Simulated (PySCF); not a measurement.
# CH4F2Si (SMILES C[SiH](F)F): CAM-B3LYP/6-31G(d) (spherical functions)

Aim: the vertical ionisation energy of CH4F2Si at CAM-B3LYP/6-31G* (spherical functions), from 2 runs. Input form: a Python script.

Program for the calculation: PySCF 2.14.0.

**1. The structure to begin with**

CH4F2Si has 8 atoms, charge 0, and is taken as a singlet. SMILES: `C[SiH](F)F`. Geometry: relaxed at PBE0-D4/def2-TZVP.

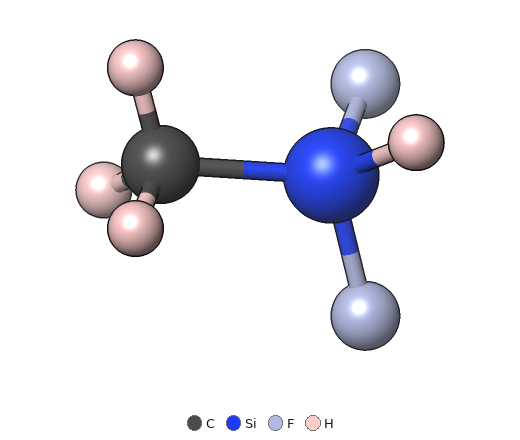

Viewed from a chosen angle; carbon dark grey, silicon blue, fluorine light blue, hydrogen pink.

**2. The energy at CAM-B3LYP/6-31G(d) (spherical functions)**

Input file input.py:

```python
from pyscf import gto, dft

system = gto.M(
    atom='''
C       -0.387100       0.881700      -0.174700
Si       0.329300      -0.775200       0.180600
F        1.916300      -0.678300       0.226700
F       -0.035400      -1.783900      -0.994000
H       -0.013400       1.269000      -1.125400
H       -0.122700       1.591000       0.613300
H       -1.476800       0.824400      -0.231400
H       -0.118100      -1.385700       1.449000
''',
    basis='6-31g*',
    verbose=3,
    max_memory=1860,
    spin=0,
)

mf = dft.RKS(system, xc='cam-b3lyp')
mf.conv_tol = 1e-10
mf.grids.level = 8
mf.kernel()
if not mf.converged:
    mf = mf.newton().run(mf.mo_coeff, mf.mo_occ)

e_final = mf.e_tot
print('E = %.10f Eh' % e_final)
```

Started as:

```
OMP_NUM_THREADS=1 python input.py
```

What it wrote:

```text
converged SCF energy = -529.7356041682
E = -529.7356041682 Eh
```

Run time: 34 s. Hardware: 1 thread of Arm Neoverse V2, shared host; peak memory 0.37 GiB.

**3. The doublet cation, same level**

Input file input.py:

```python
from pyscf import gto, dft

mol = gto.Mole()
mol.atom = '''
C   -0.387100   0.881700  -0.174700
Si   0.329300  -0.775200   0.180600
F    1.916300  -0.678300   0.226700
F   -0.035400  -1.783900  -0.994000
H   -0.013400   1.269000  -1.125400
H   -0.122700   1.591000   0.613300
H   -1.476800   0.824400  -0.231400
H   -0.118100  -1.385700   1.449000
'''
mol.verbose = 3
mol.max_memory = 1860
mol.spin = 1
mol.charge = 1
mol.basis = '6-31g*'
mol.build()

calc0 = dft.UKS(mol)
calc0.xc = 'cam-b3lyp'
calc0.conv_tol = 1e-10
calc0.grids.level = 8
calc0.kernel()
if not calc0.converged:
    calc0 = calc0.newton().run(calc0.mo_coeff, calc0.mo_occ)

etot = calc0.e_tot
print('E = %.10f Eh' % etot)
```

Started as:

```
OMP_NUM_THREADS=1 python input.py
```

What it wrote:

```text
WARN: HOMO -0.364304565518134 >= LUMO -0.364304565518135

converged SCF energy = -529.301569084939  <S^2> = 0.75935189  2S+1 = 2.0093301
E = -529.3015690849 Eh
```

Run time: 86 s. Hardware: 1 thread of Arm Neoverse V2, shared host; peak memory 0.4 GiB.

**4. Results**

At CAM-B3LYP/6-31G* (spherical functions):

| quantity | value |
| --- | --- |
| singlet CH4F2Si: total energy | -529.73560 Eh |
| singlet CH4F2Si: dipole moment | 2.07 D |
| singlet CH4F2Si: HOMO energy | -10.57 eV |
| singlet CH4F2Si: LUMO energy | 2.71 eV |
| singlet CH4F2Si: HOMO–LUMO gap | 13.28 eV |
| doublet cation: total energy | -529.30157 Eh |
| doublet cation: HOMO energy (highest over α and β) | -18.88 eV |
| doublet cation: LUMO energy (lowest over α and β) | -13.04 eV |
| doublet cation: ⟨S²⟩ | 0.759 |
| vertical ionisation energy (to the doublet cation) | 11.811 eV |

In words: Removing an electron at fixed nuclei costs 11.81 eV (1140 kJ/mol). The negative HOMO energy of the first species, 10.57 eV, lies 1.24 eV below that difference. Mulliken charges (doublet cation) run from -0.66 on C1 to +1.12 on Si2.
